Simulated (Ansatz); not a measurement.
**PtSb2: pressure series**

Take PtSb2 (space group Pa-3, No. 205; a = 6.553 Å) as the base.

Cell and atoms are relaxed at each pressure.

Calculations: Kohn–Sham DFT with the PBE functional, run in Ansatz (a program for electronic structure) with PAW and 420 eV plane waves, no spin-orbit coupling.

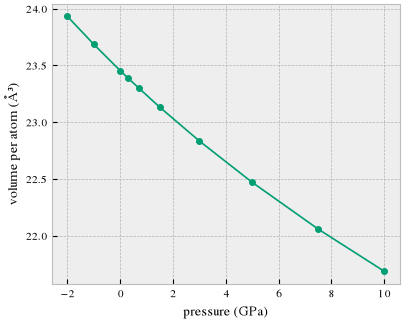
*Volume per atom against pressure*

```json
[
 {"pressure (GPa)": "-2", "volume per atom": "23.93 Å³"},
 {"pressure (GPa)": "-1", "volume per atom": "23.68 Å³"},
 {"pressure (GPa)": "0.3", "volume per atom": "23.39 Å³"},
 {"pressure (GPa)": "0.7", "volume per atom": "23.30 Å³"},
 {"pressure (GPa)": "1.5", "volume per atom": "23.13 Å³"},
 {"pressure (GPa)": "3", "volume per atom": "22.83 Å³"},
 {"pressure (GPa)": "5", "volume per atom": "22.47 Å³"},
 {"pressure (GPa)": "7.5", "volume per atom": "22.06 Å³"},
 {"pressure (GPa)": "10", "volume per atom": "21.69 Å³"}
]
```

Load acts through the strain it causes; cell and atoms are relaxed under it. Stability against distortions was not tested. No other phases were tried under pressure. All final runs are without spin polarisation.
